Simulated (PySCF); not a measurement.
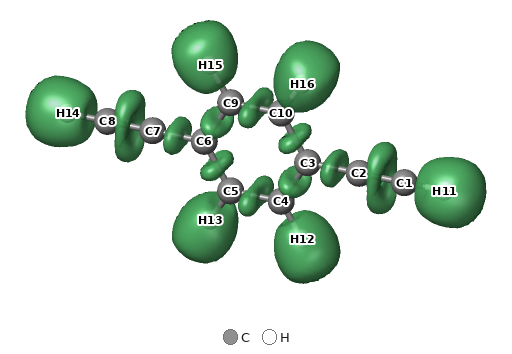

*C10H6 (SMILES [CH]=[C+]c1ccc(C#C)cc1) (charge +1, doublet). Isosurface of the ELF at 0.85 (green), seen at a tilt. Core shells and regions of very low density are left out.*

Geometry: PBE0-D3(BJ)/def2-SVP; ⟨S²⟩ = 0.82, above the pure value of 0.75.

The calculation used PySCF 2.14.0, density-fitted response routines, DFT single point, gas phase, functional wB97X.

Input

```
{"job": {"kind": "sp", "xc": "wB97X", "basis": "ma-def2-SVP", "d3": "d3bj", "grid": 2}, "charge": 1, "multiplicity": 2}
C     -4.003814     0.149870    -0.348908
C     -2.785534     0.105644    -0.243154
C     -1.394507     0.054172    -0.122916
C     -0.639143    -0.831979    -0.951134
C      0.724225    -0.883179    -0.833367
C      1.390020    -0.049868     0.117556
C      2.781056    -0.101472     0.237612
C      3.999375    -0.146294     0.342664
C      0.634660     0.836276     0.945786
C     -0.728718     0.887484     0.828009
H     -5.078961     0.188345    -0.442213
H     -1.163643    -1.461446    -1.672082
H      1.316179    -1.554427    -1.457934
H      5.074567    -0.185438     0.435177
H      1.159155     1.465744     1.666737
H     -1.320669     1.558740     1.452574
```

Run with:

```sh
OMP_NUM_THREADS=1 python redox_run.py task.json out
```

Where are the electrons localised?

Answer. The ELF exceeds this value in ten regions between bonded C–C atoms (shared pairs) and six regions around hydrogen nuclei. Profiles from the grid: C–C (1.22 Å): the ELF peaks at about 0.85 between the atoms: a short, multiple covalent bond. C–H (1.08 Å): the ELF climbs to about 1 towards the hydrogen, as it does in any bond to H: an ordinary covalent bond to hydrogen.
